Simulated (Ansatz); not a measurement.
# C$_{2}$H$_{2}$Si (SMILES [CH2]C#[Si-]) (charge −1, doublet): what the fields show

```xyz
5

C    -0.1401    0.1152   -0.9111
C    -0.4669    0.6611    0.2778
Si    0.2740   -0.5777   -2.4195
H    -1.3149    0.3031    0.8860
H     0.0917    1.5024    0.7220
```

Geometry: PBE0-D3(BJ)/def2-SVPD; the highest occupied orbital lies above zero, a sign that basis and functional describe the outermost electron poorly.

Theory: isolated molecule in a Gaussian basis; Kohn-Sham density functional theory, functional PBE0 (Ansatz 0.2.0).

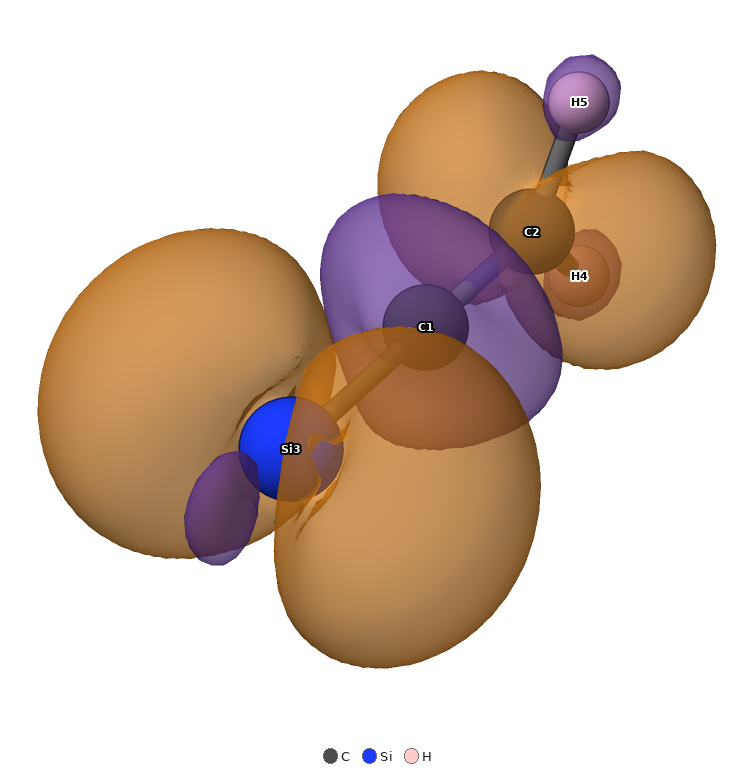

Figure 1. Isosurfaces of the spin density (α minus β) at +0.015 (orange) and −0.015 e/Å³ (purple), seen at an oblique angle.

**Describe the spin distribution.**

The unpaired spin (1 electron) lies mostly on Si3 (about 0.8) and C2 (about 0.3), in electrons by Hirshfeld's partition, with opposite, polarisation-induced spin on C1.

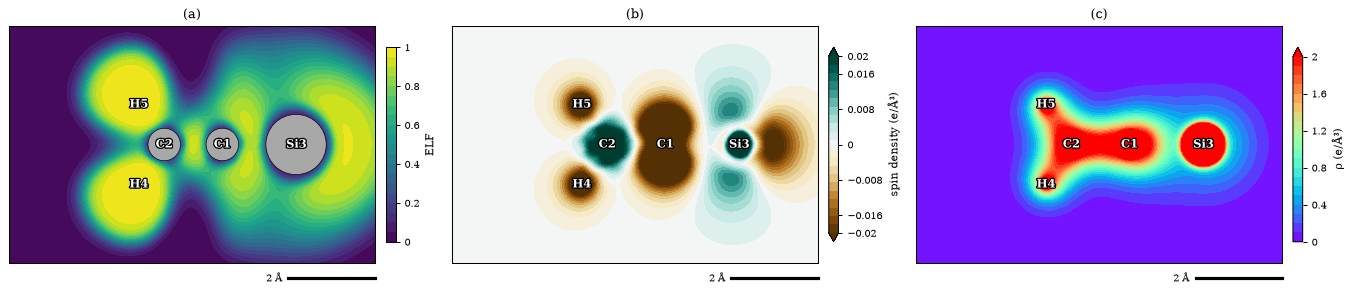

Figure 2. (a) ELF; (b) spin density; (c) electron density on the molecular plane. Grey discs cover the atomic cores in the ELF map.

**Interpret the plot.**

The section cuts through C, Si and H sites. C–C (1.35 Å): the density is about 2.3 e/Å³ at the midpoint; the ELF peaks at about 0.95 between the atoms; a covalent bond. C–Si (1.71 Å): ρ at the midpoint is about 1.1 e/Å³; the ELF peaks at about 0.90 between the atoms; localised, covalent bonding. C–H (1.10 Å): the density is about 1.9 e/Å³ at the midpoint; the ELF climbs to about 1 towards the hydrogen, as it does in any bond to H (a covalent bond by its length). The ELF also peaks beside Si3, away from the bonds: non-bonding electrons, paired or unpaired.

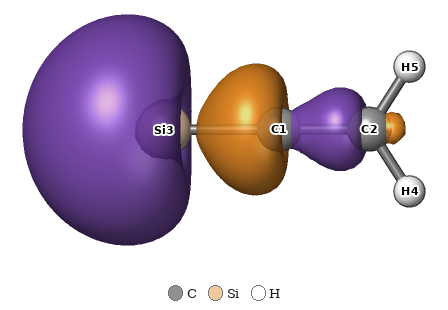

Figure 3. The HOMO−1 (β) at ±0.1 Å⁻³ᐟ² (orange and purple are the two phases), seen across its widest extent.

**Where does this orbital lie, and at what energy?**

Its weight (Hirshfeld) is mainly on Si3 (about 85 %) and C1 (about 15 %); it is symmetric in the molecular plane (an in-plane orbital: σ, lone-pair or in-plane π type). Its energy is −1.97 eV.
